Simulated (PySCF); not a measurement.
# TiSe₂: relaxation and vibrations of the singlet

Where does singlet TiSe₂ go from a end-on start, is the end point a minimum, and what are its modes, charges and moments?

Method: B3LYP, basis Ti def2-SVP, Se def2-SVP, no relativity, density fitting; program: PySCF 2.14.0.

## Step 1: The starting structure

3 atoms, charge 0, spin multiplicity 1.

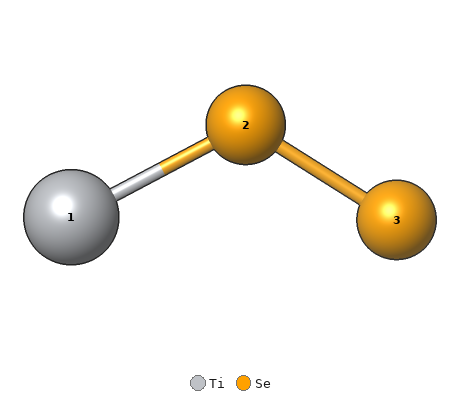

The starting geometry (titanium light grey, selenium orange); atoms are numbered from 1 in the order of the file.

```xyz
3
charge 0 multiplicity 1
Ti    0.0000    0.0000    0.0000
Se    0.0000    0.0000    2.5956
Se    2.0358    0.0000    3.7656
```

## Step 2: First SCF at the start

The steps below are one call of a driver around PySCF. For each, scf.py gives the equivalent set-up of the SCF; relaxations use the driver's own optimiser. After this first run the driver tries any further starts and a stability analysis.

scf.py reads:

```python
from pyscf import gto, scf, dft
mol = gto.M(atom='''
Ti     0.000000     0.000000     0.000000
Se     0.000000     0.000000     2.595600
Se     2.035800     0.000000     3.765600''',
    basis={'Ti': 'def2-SVP', 'Se': 'def2-SVP'},
    charge=0, spin=0)
mf = dft.RKS(mol, xc='B3LYP')
mf.grids.atom_grid = (50, 194)
aux = {'Ti': 'def2-universal-JKFIT', 'Se': 'def2-universal-JKFIT'}
mf = mf.density_fit(auxbasis=aux)
mf.conv_tol = 1e-08
mf.diis_space = 10
mf.max_cycle = 60
mf.init_guess = 'minao'
mf.verbose = 4
mf.kernel()
```

Command:

```console
$ OMP_NUM_THREADS=2 python axn.py task.json out
```

The log of the run:

```text
init E= -5650.04701562724
  HOMO = -0.175204651644527  LUMO = -0.163367655909337  gap/eV = 0.32210
cycle= 1 E= -5651.38719911379  delta_E= -1.34  |g|= 0.844  |ddm|= 2.45
  HOMO = -0.376298696764828  LUMO = -0.242190759299516  gap/eV = 3.64926
cycle= 2 E= -5626.01953633728  delta_E= 25.4  |g|=  6.6  |ddm|= 6.16
  HOMO = -0.322008342522859  LUMO = -0.23526352326135  gap/eV = 2.36045
cycle= 3 E= -5630.95470044352  delta_E= -4.94  |g|= 6.82  |ddm|= 2.13
  HOMO = -0.333540076988672  LUMO = -0.229709114302115  gap/eV = 2.82538
cycle= 4 E= -5629.4558966802  delta_E=  1.5  |g|= 6.76  |ddm|= 0.623
  HOMO = -0.325576231237356  LUMO = -0.22695728319223  gap/eV = 2.68356
cycle= 5 E= -5629.69608640828  delta_E= -0.24  |g|= 6.76  |ddm|= 0.189
  HOMO = -0.325566642697057  LUMO = -0.227040188113613  gap/eV = 2.68104
cycle= 6 E= -5629.70071979583  delta_E= -0.00463  |g|= 6.76  |ddm|= 0.00451
  HOMO = -0.328637662605  LUMO = -0.231013898842961  gap/eV = 2.65648
cycle= 7 E= -5629.21429380098  delta_E= 0.486  |g|= 6.75  |ddm|= 0.197
  HOMO = -0.331557473779613  LUMO = -0.231618584315584  gap/eV = 2.71948
cycle= 8 E= -5628.942799763  delta_E= 0.271  |g|= 6.74  |ddm|=  0.1
  HOMO = -0.326926432800814  LUMO = -0.231193783890875  gap/eV = 2.60502
cycle= 9 E= -5629.33587926231  delta_E= -0.393  |g|= 6.76  |ddm|= 0.158
  HOMO = -0.324004100004914  LUMO = -0.231307583072063  gap/eV = 2.52240
cycle= 10 E= -5629.59788743845  delta_E= -0.262  |g|= 6.77  |ddm|= 0.104
  HOMO = -0.322873192783326  LUMO = -0.2320273470231  gap/eV = 2.47204
cycle= 11 E= -5629.76363009154  delta_E= -0.166  |g|= 6.78  |ddm|= 0.0789
  HOMO = -0.744870296749628  LUMO = -0.714566898754985  gap/eV = 0.82460
cycle= 12 E= -5574.98182694741  delta_E= 54.8  |g|= 7.91  |ddm|= 13.2
  HOMO = -0.00091208700565959  LUMO = 0.0120304389574266  gap/eV = 0.35218
cycle= 13 E= -5645.21327472014  delta_E= -70.2  |g|=  5.3  |ddm|= 12.9
  HOMO = -0.276876136515238  LUMO = -0.21126849623777  gap/eV = 1.78527
cycle= 14 E= -5630.59083951121  delta_E= 14.6  |g|= 6.84  |ddm|= 9.84
  HOMO = -0.307612016226914  LUMO = -0.215953392083602  gap/eV = 2.49416
cycle= 15 E= -5627.57709339444  delta_E= 3.01  |g|= 6.68  |ddm|= 1.35
  HOMO = -0.318892807253896  LUMO = -0.227347881647785  gap/eV = 2.49106
cycle= 16 E= -5627.60028516092  delta_E= -0.0232  |g|= 6.64  |ddm|= 0.433
  HOMO = -0.290575672478693  LUMO = -0.205972073354508  gap/eV = 2.30218
cycle= 17 E= -5629.23001866745  delta_E= -1.63  |g|= 6.77  |ddm|= 0.871
  HOMO = -0.260855505991728  LUMO = -0.20011289776877  gap/eV = 1.65289
cycle= 18 E= -5633.05696553561  delta_E= -3.83  |g|= 6.83  |ddm|=  1.3
  HOMO = -0.104345682227845  LUMO = -0.072970224457781  gap/eV = 0.85377
cycle= 19 E= -5650.2441452413  delta_E= -17.2  |g|= 1.52  |ddm|= 5.79
  HOMO = -0.295434052168739  LUMO = -0.259876205726519  gap/eV = 0.96758
cycle= 20 E= -5639.97048522361  delta_E= 10.3  |g|= 6.39  |ddm|= 5.35
  HOMO = -0.312007476009244  LUMO = -0.25877767890397  gap/eV = 1.44846
cycle= 21 E= -5636.64776588998  delta_E= 3.32  |g|= 6.83  |ddm|= 0.75
  HOMO = -0.251704774413791  LUMO = -0.234041942573369  gap/eV = 0.48063
cycle= 22 E= -5644.66800698875  delta_E= -8.02  |g|= 4.85  |ddm|= 1.84
  HOMO = -0.262375213506534  LUMO = -0.234800217467093  gap/eV = 0.75035
cycle= 23 E= -5643.49484761841  delta_E= 1.17  |g|= 5.45  |ddm|= 0.468
  HOMO = -0.214380911537066  LUMO = -0.212462833623629  gap/eV = 0.05219
cycle= 24 E= -5649.09800926925  delta_E= -5.6  |g|= 2.93  |ddm|= 2.47
  HOMO = -0.18854365022834  LUMO = -0.170857522158052  gap/eV = 0.48126
cycle= 25 E= -5651.79622266041  delta_E= -2.7  |g|= 0.316  |ddm|= 3.32
  HOMO = -0.193356987202029  LUMO = -0.186799842860334  gap/eV = 0.17843
cycle= 26 E= -5651.14488218445  delta_E= 0.651  |g|= 1.57  |ddm|= 1.97
  HOMO = -0.202681527778905  LUMO = -0.182375987088086  gap/eV = 0.55254
cycle= 27 E= -5651.76260769932  delta_E= -0.618  |g|= 0.491  |ddm|= 1.13
  HOMO = -0.19208364655483  LUMO = -0.156598287540562  gap/eV = 0.96561
cycle= 28 E= -5651.82961415002  delta_E= -0.067  |g|= 0.188  |ddm|= 0.411
  HOMO = -0.197136722118193  LUMO = -0.158726597234777  gap/eV = 1.04519
cycle= 29 E= -5651.83476211187  delta_E= -0.00515  |g|= 0.154  |ddm|= 0.235
  HOMO = -0.193225386030565  LUMO = -0.1458451286055  gap/eV = 1.28928
cycle= 30 E= -5651.83614540442  delta_E= -0.00138  |g|= 0.135  |ddm|= 0.332
  HOMO = -0.19147961968113  LUMO = -0.146219442604855  gap/eV = 1.23159
cycle= 31 E= -5651.84311494819  delta_E= -0.00697  |g|= 0.016  |ddm|= 0.183
  HOMO = -0.190886965895636  LUMO = -0.144757642895963  gap/eV = 1.25524
cycle= 32 E= -5651.84328091805  delta_E= -0.000166  |g|= 0.0127  |ddm|= 0.051
  HOMO = -0.190594769543873  LUMO = -0.143411634117494  gap/eV = 1.28392
cycle= 33 E= -5651.84348521255  delta_E= -0.000204  |g|= 0.00409  |ddm|= 0.0628
  HOMO = -0.190343126861122  LUMO = -0.142317790301493  gap/eV = 1.30684
cycle= 34 E= -5651.84366898178  delta_E= -0.000184  |g|= 0.00369  |ddm|= 0.0843
  HOMO = -0.190020998260351  LUMO = -0.141088340715483  gap/eV = 1.33153
cycle= 35 E= -5651.84382499722  delta_E= -0.000156  |g|= 0.00255  |ddm|= 0.0831
  HOMO = -0.189811544864811  LUMO = -0.139764264926589  gap/eV = 1.36186
cycle= 36 E= -5651.8440078651  delta_E= -0.000183  |g|= 0.00371  |ddm|= 0.11
  HOMO = -0.189709452536078  LUMO = -0.139162325209385  gap/eV = 1.37546
cycle= 37 E= -5651.84407366982  delta_E= -6.58e-05  |g|= 0.004  |ddm|= 0.0392
  HOMO = -0.189914859866353  LUMO = -0.140137179048982  gap/eV = 1.35452
cycle= 38 E= -5651.84388768751  delta_E= 0.000186  |g|= 0.0166  |ddm|= 0.0578
  HOMO = -0.189980957262059  LUMO = -0.14066243754106  gap/eV = 1.34203
cycle= 39 E= -5651.84385144754  delta_E= 3.62e-05  |g|= 0.0132  |ddm|= 0.0508
  HOMO = -0.18975799691223  LUMO = -0.140088941655681  gap/eV = 1.35156
cycle= 40 E= -5651.8439366341  delta_E= -8.52e-05  |g|= 0.00379  |ddm|= 0.0256
  HOMO = -0.189901085523452  LUMO = -0.140432468184524  gap/eV = 1.34611
cycle= 41 E= -5651.84390280149  delta_E= 3.38e-05  |g|= 0.00211  |ddm|= 0.0304
  HOMO = -0.189942126199888  LUMO = -0.141151365731333  gap/eV = 1.32766
cycle= 42 E= -5651.84370228985  delta_E= 0.000201  |g|= 0.019  |ddm|= 0.144
  HOMO = -0.189952178251013  LUMO = -0.141191862621464  gap/eV = 1.32684
cycle= 43 E= -5651.84371062697  delta_E= -8.34e-06  |g|= 0.0182  |ddm|= 0.00643
  HOMO = -0.189944425739461  LUMO = -0.141178763217432  gap/eV = 1.32698
cycle= 44 E= -5651.84368593586  delta_E= 2.47e-05  |g|= 0.02  |ddm|= 0.00893
  HOMO = -0.189880922457221  LUMO = -0.141374124583932  gap/eV = 1.31994
cycle= 45 E= -5651.84379096402  delta_E= -0.000105  |g|= 0.00739  |ddm|= 0.0766
  HOMO = -0.189955414440279  LUMO = -0.141908250870685  gap/eV = 1.30743
cycle= 46 E= -5651.84377570257  delta_E= 1.53e-05  |g|= 0.0071  |ddm|= 0.118
  HOMO = -0.189976692524659  LUMO = -0.142019039629713  gap/eV = 1.30499
cycle= 47 E= -5651.84377601594  delta_E= -3.13e-07  |g|= 0.00643  |ddm|= 0.0216
  HOMO = -0.189814337069781  LUMO = -0.141641732173188  gap/eV = 1.31084
cycle= 48 E= -5651.84379348094  delta_E= -1.75e-05  |g|= 0.00358  |ddm|= 0.0463
  HOMO = -0.189710003481831  LUMO = -0.141570529413968  gap/eV = 1.30994
cycle= 49 E= -5651.84379809573  delta_E= -4.61e-06  |g|= 0.00327  |ddm|= 0.0142
  HOMO = -0.189628162442124  LUMO = -0.141341811914288  gap/eV = 1.31394
cycle= 50 E= -5651.84380611551  delta_E= -8.02e-06  |g|= 0.00165  |ddm|= 0.0301
  HOMO = -0.189541915490103  LUMO = -0.141146000487083  gap/eV = 1.31692
cycle= 51 E= -5651.84380791971  delta_E= -1.8e-06  |g|= 0.000688  |ddm|= 0.0127
  HOMO = -0.189546057344649  LUMO = -0.141142338394289  gap/eV = 1.31713
cycle= 52 E= -5651.84380813011  delta_E= -2.1e-07  |g|= 0.00031  |ddm|= 0.00159
  HOMO = -0.189560056782362  LUMO = -0.141162858907708  gap/eV = 1.31695
cycle= 53 E= -5651.84380821487  delta_E= -8.48e-08  |g|= 0.000292  |ddm|= 0.00336
  HOMO = -0.189557067639884  LUMO = -0.14114265242687  gap/eV = 1.31742
cycle= 54 E= -5651.84380825471  delta_E= -3.98e-08  |g|= 8.43e-05  |ddm|= 0.00126
  HOMO = -0.189550977500941  LUMO = -0.141119486227204  gap/eV = 1.31789
cycle= 55 E= -5651.84380824289  delta_E= 1.18e-08  |g|= 9.19e-05  |ddm|= 0.00141
  HOMO = -0.189555346779675  LUMO = -0.141132340567808  gap/eV = 1.31766
cycle= 56 E= -5651.84380825234  delta_E= -9.45e-09  |g|= 3.58e-05  |ddm|= 0.000676
  HOMO = -0.189554779269006  LUMO = -0.141124211912671  gap/eV = 1.31786
Extra cycle  E= -5651.84380822979  delta_E= 2.25e-08  |g|= 0.000272  |ddm|= 0.000444
converged SCF energy = -5651.84380822979
```

This step, with its further starts and checks, ran for 32 s (2 threads of Arm Neoverse V2, shared host).

The starts that the driver tried:

```tsv
start	energy (Eh)
the minimal-basis guess	-5651.843808
a thermally smeared density	-5651.846863
a smeared PBE density	-5651.843826
```

The first run landed in a state that is too high. Following the other starts and the instabilities gains 8.0 kJ/mol (-5651.84686 Eh), and the work goes on from there.

## Step 3: End-on start, singlet: relaxation

The program finds Cs symmetry in the start, which this walk keeps.

Edit scf.py of step 2 so:

```diff
@@ -3,3 +3,3 @@
-Ti     0.000000     0.000000     0.000000
-Se     0.000000     0.000000     2.595600
-Se     2.035800     0.000000     3.765600''',
+Ti    -0.783007     0.000000    -2.446639
+Se    -0.783007     0.000000     0.148961
+Se     1.252793     0.000000     1.318961''',
@@ -15 +14,0 @@
-mf.init_guess = 'minao'
```

Energy and gradient, step by step:

```tsv
step	energy (Eh)	change (kJ/mol)	largest symmetric gradient (Eh/bohr)
0	-5651.846863	0.00	0.03922
1	-5651.855836	-23.56	0.03015
2	-5651.861450	-38.30	0.01651
3	-5651.863532	-43.76	0.00611
4	-5651.865412	-48.70	0.00963
5	-5651.869671	-59.88	0.02035
6	-5651.882992	-94.86	0.03600
7	-5651.903519	-148.75	0.04271
8	-5651.926627	-209.42	0.03658
9	-5651.935377	-232.39	0.01588
10	-5651.936616	-235.65	0.01489
11	-5651.937460	-237.86	0.00432
12	-5651.937552	-238.10	0.00394
13	-5651.937619	-238.28	0.00057
14	-5651.937621	-238.28	0.00003
```

The walk took 57 s.

Geometry (Å) and forces (eV/Å) at some steps:

```
step 0
Ti  -0.783   0.000  -2.447   0.203   0.000   2.018
Se  -0.783   0.000   0.149   0.719   0.000  -1.218
Se   1.253   0.000   1.319  -0.922   0.000  -0.800
step 1
Ti  -0.753   0.000  -2.364   0.173   0.000   1.552
Se  -0.776   0.000   0.126   0.117   0.000  -1.143
Se   1.216   0.000   1.259  -0.290   0.000  -0.409
step 7
Ti  -0.296   0.000  -1.926   0.737   0.000   2.197
Se  -1.206   0.000   0.261   0.416   0.000  -0.477
Se   1.189   0.000   0.687  -1.153   0.000  -1.720
step 14
Ti  -0.074   0.000  -1.695   0.007   0.000   0.000
Se  -1.321   0.000   0.331  -0.005   0.000  -0.006
Se   1.081   0.000   0.385  -0.002   0.000   0.006
```

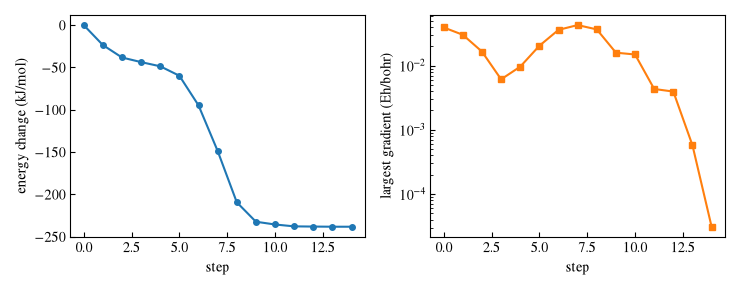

Energy and largest gradient along the walk.

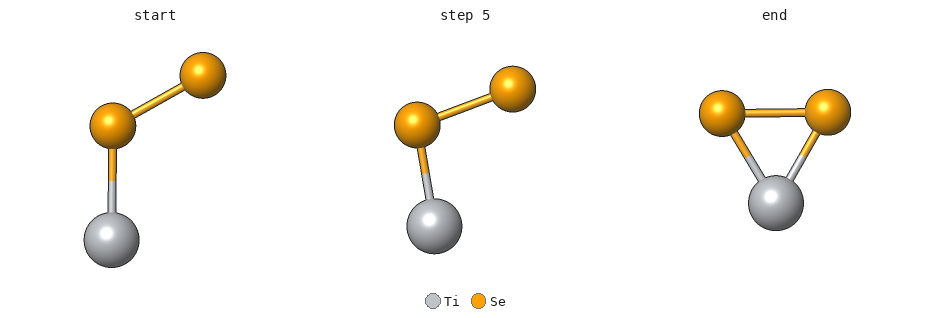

Start and end of the relaxation, with a step between.

After 14 steps and 238.3 kJ/mol it ends at C2v: Se–Se 2.402 Å, Ti–Se 2.379 Å (×2); Se–Se–Ti 59.7° (×2), Se–Ti–Se 60.7°.

## Step 4: Hessian and properties

The point is checked on the finer grid, and tightened if its gradient asks for it. The Hessian and the dipole derivatives come from central differences of analytic gradients, with steps of 0.02 bohr.

Edit scf.py of step 3 so:

```diff
@@ -3,3 +3,3 @@
-Ti    -0.783007     0.000000    -2.446639
-Se    -0.783007     0.000000     0.148961
-Se     1.252793     0.000000     1.318961''',
+Ti     0.035427     0.000000    -1.579233
+Se    -1.211270     0.000000     0.446887
+Se     1.190012     0.000000     0.500755''',
@@ -9 +9 @@
-mf.grids.atom_grid = (50, 194)
+mf.grids.atom_grid = (75, 302)
@@ -12 +12 @@
-mf.conv_tol = 1e-08
+mf.conv_tol = 1e-10
```

This SCF starts from the last density.

SCF at the final geometry:

```text
init E= -5651.93772308557
  HOMO = -0.165281038988711  LUMO = -0.097841836600117  gap/eV = 1.83511
cycle= 1 E= -5651.93772308203  delta_E= 3.54e-09  |g|= 0.000106  |ddm|= 0.000142
  HOMO = -0.165240377877523  LUMO = -0.0978215539062073  gap/eV = 1.83456
cycle= 2 E= -5651.93772296914  delta_E= 1.13e-07  |g|= 0.000593  |ddm|= 0.000774
  HOMO = -0.165275312788198  LUMO = -0.0978388034105597  gap/eV = 1.83504
cycle= 3 E= -5651.9377230856  delta_E= -1.16e-07  |g|= 2.04e-05  |ddm|= 0.000662
  HOMO = -0.165275028393974  LUMO = -0.0978385652327036  gap/eV = 1.83504
cycle= 4 E= -5651.93772308579  delta_E= -1.86e-10  |g|= 1.77e-06  |ddm|= 2.68e-05
  HOMO = -0.165274937168574  LUMO = -0.0978381938058974  gap/eV = 1.83505
cycle= 5 E= -5651.93772308575  delta_E= 3.73e-11  |g|= 1.28e-06  |ddm|= 2e-05
  HOMO = -0.165274855189558  LUMO = -0.0978380766095248  gap/eV = 1.83505
Extra cycle  E= -5651.93772308577  delta_E= -2e-11  |g|= 2.4e-06  |ddm|= 1.11e-05
converged SCF energy = -5651.93772308577
```

The whole step took 32 s.

Geometry: C2v; Se–Se 2.402 Å, Ti–Se 2.379 Å (×2); Se–Se–Ti 59.7° (×2), Se–Ti–Se 60.6°.

Harmonic modes (main isotopes):

| symmetry | ω (cm⁻¹) | IR (km/mol) | μ (u) |
| --- | --- | --- | --- |
| b2 | 218 | 0.0 | 61.18 |
| a1 | 243 | 0.0 | 73.62 |
| a1 | 378 | 33.7 | 55.99 |

All wavenumbers are real: a minimum.

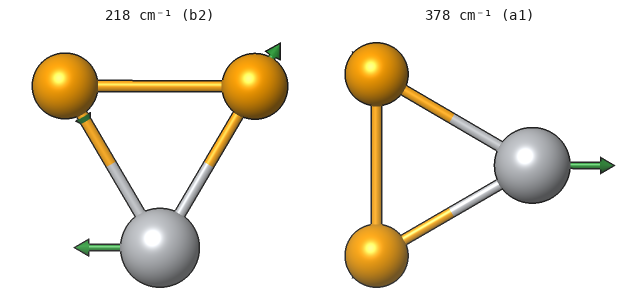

How the atoms move in 2 of the modes.

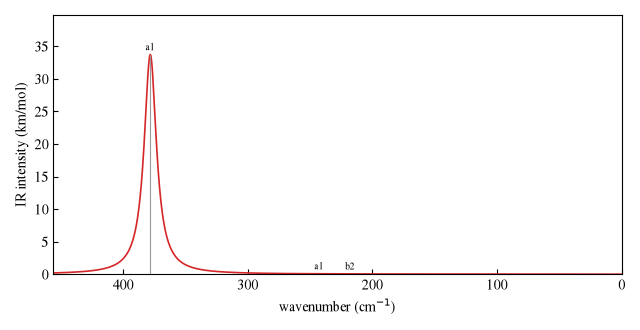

The harmonic infrared spectrum (widths in cm⁻¹). Lines are broadened to a width of 12 cm⁻¹ (Lorentzian).

Constants and moments:

```
Dipole moment                                                   : 4.46 D
Highest occupied level                                          : -4.50 eV
Lowest empty level                                              : -2.66 eV
Rotational constants                                            : 0.1084, 0.07313, 0.04367 cm⁻¹
Zero-point energy                                               : 5.0 kJ/mol
Principal polarisabilities                                      : 72.0, 103.1, 139.8 bohr³
Atomisation energy without zero-point energy                    : 583 kJ/mol
Principal traceless quadrupole moments about the centre of mass : -10.60, -1.98, 12.57 D Å
Entropy at 298.15 K and 1 bar                                   : 306.6 J/(mol K)
Heat capacity Cp at 298.15 K                                    : 54.6 J/(mol K)
Enthalpy at 298.15 K above 0 K                                  : 13.49 kJ/mol
Rotational symmetry number                                      : 2
```

Populations by atom (charges in e):

| atom | Mulliken | Löwdin | polar tensor | Mayer order to Ti1 |
| --- | --- | --- | --- | --- |
| Ti1 | 0.25 | -0.02 | 0.55 | – |
| Se2,3 | -0.13 | 0.01 | -0.28 | 1.33 |

Mulliken populations on Ti1: s 7.03, p 12.21, d 2.50, f 0.01.

## Step 5: The broken-symmetry singlet

A stability analysis found the closed shell of the lowest minimum unstable towards spin polarisation, so the unrestricted solution is followed.

The program finds C2v symmetry in the start, which may break.

Edit scf.py of step 4 so:

```diff
@@ -3,3 +3,3 @@
-Ti     0.035427     0.000000    -1.579233
-Se    -1.211270     0.000000     0.446887
-Se     1.190012     0.000000     0.500755''',
+Ti     0.035428     0.000000    -1.579287
+Se    -1.211269     0.000000     0.446833
+Se     1.190013     0.000000     0.500701''',
@@ -8,2 +8,2 @@
-mf = dft.RKS(mol, xc='B3LYP')
-mf.grids.atom_grid = (75, 302)
+mf = dft.UKS(mol, xc='B3LYP')
+mf.grids.atom_grid = (50, 194)
@@ -12 +12 @@
-mf.conv_tol = 1e-10
+mf.conv_tol = 1e-08
```

Energy and gradient, step by step:

```tsv
step	energy (Eh)	change (kJ/mol)	largest gradient (Eh/bohr)
0	-5651.953520	0.00	0.01063
1	-5651.954002	-1.27	0.00455
2	-5651.954120	-1.58	0.00054
3	-5651.954120	-1.58	0.00009
```

The walk took 17 s.

Positions (Å) and forces (eV/Å) along the way:

```
step 0
Ti   0.035   0.000  -1.579   0.017   0.000  -0.501
Se  -1.211   0.000   0.447  -0.549   0.000   0.234
Se   1.190   0.000   0.501   0.532   0.000   0.267
step 1
Ti   0.036   0.000  -1.585   0.011   0.000  -0.234
Se  -1.224   0.000   0.450  -0.232   0.000   0.107
Se   1.203   0.000   0.504   0.221   0.000   0.126
step 2
Ti   0.036   0.000  -1.591   0.006   0.000  -0.028
Se  -1.233   0.000   0.452  -0.015   0.000   0.010
Se   1.212   0.000   0.507   0.009   0.000   0.018
step 3
Ti   0.036   0.000  -1.592   0.005   0.000  -0.004
Se  -1.234   0.000   0.452   0.000   0.000  -0.002
Se   1.212   0.000   0.507  -0.005   0.000   0.006
```

It settles in C2v symmetry, 1.6 kJ/mol below the start, after 3 steps: Se–Se 2.447 Å, Ti–Se 2.406 Å (×2); Se–Se–Ti 59.4° (×2), Se–Ti–Se 61.1°.

## Step 6: Hessian and properties

The point was taken to the finer grid, but the Hessian ran out of time, so its nature is unknown.

## Step 7: What came out

| quantity | value |
| --- | --- |
| minimum | singlet, C2v (closed shell, unstable towards spin polarisation) |
| geometry | Se–Se 2.402 Å, Ti–Se 2.379 Å (×2); Se–Se–Ti 59.7° (×2), Se–Ti–Se 60.6° |
| wavenumbers (cm⁻¹) | 218 (b2), 243 (a1), 378 (a1) |
| dipole moment | 4.46 D |
| highest occupied, lowest empty level | -4.50, -2.66 eV |
| polar-tensor charge of Ti1 | +0.55 e |
| zero-point energy | 5.0 kJ/mol |

**Reading.** The end-on start (Cs) ends in a minimum of C2v symmetry. The strongest infrared band lies at 378 cm⁻¹ (a1). The first SCF alone would have been 8 kJ/mol too high. Other starts or spin states, not run here, may lie lower. Spin polarisation would lower this closed shell, so its numbers describe a constrained state.

The search up to here ran for 3.5 min (2 threads of Arm Neoverse V2, shared host).
